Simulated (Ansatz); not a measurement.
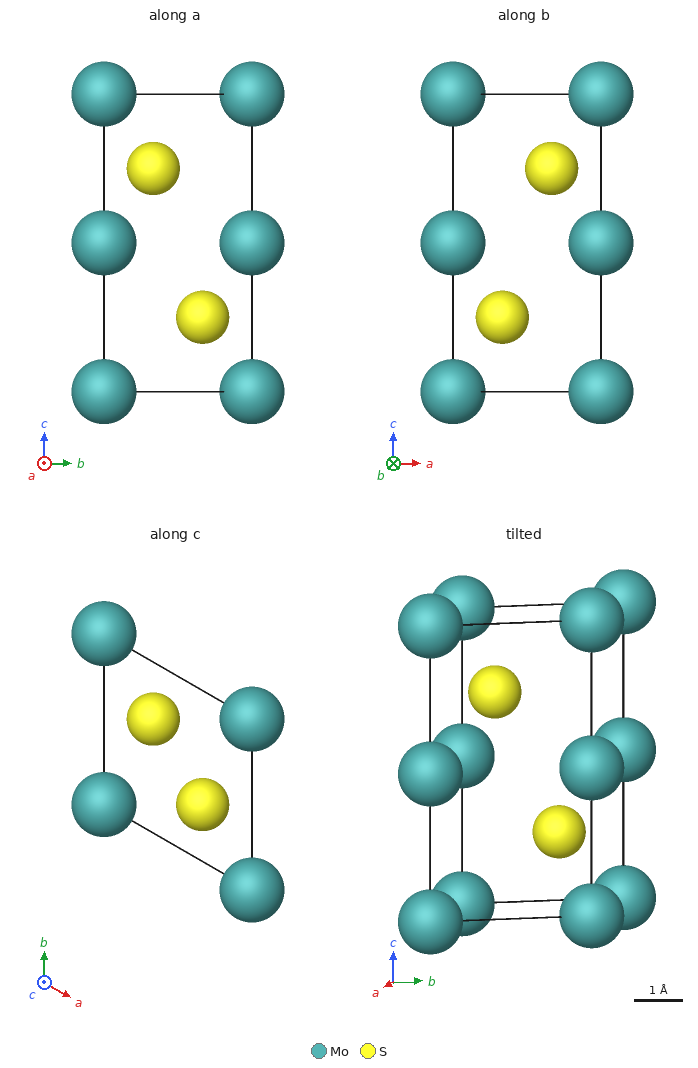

Spheres-only drawing of the structure, looking along the a axis, along the b axis, along the c axis and slightly off an axis. The outline marks the conventional unit cell.

Lattice parameters: a = 3.629 Å, b = 3.629 Å, c = 6.319 Å, α = 90.00°, β = 90.00°, γ = 120.00°. Put a along x and b in the xy plane.

Convert the drawing into a POSCAR file.

Answer.
```
Mo S
1.0
     3.629    0.000    0.000
    -1.815    3.143    0.000
     0.000    0.000    6.319
Mo S
2 2
Direct
  0.0000 0.0000 0.0000
  0.0000 0.0000 0.5000
  0.3333 0.6667 0.2500
  0.6667 0.3333 0.7500
```

Provenance: a structure type filled with these elements by a generator (whether the compound takes this form wasn't checked). Earlier steps of the study, as a rule a relaxation of our own, may have changed the cell and positions, so they can lie some per cent off the listed ones. It was set up as input for a calculation with Ansatz.
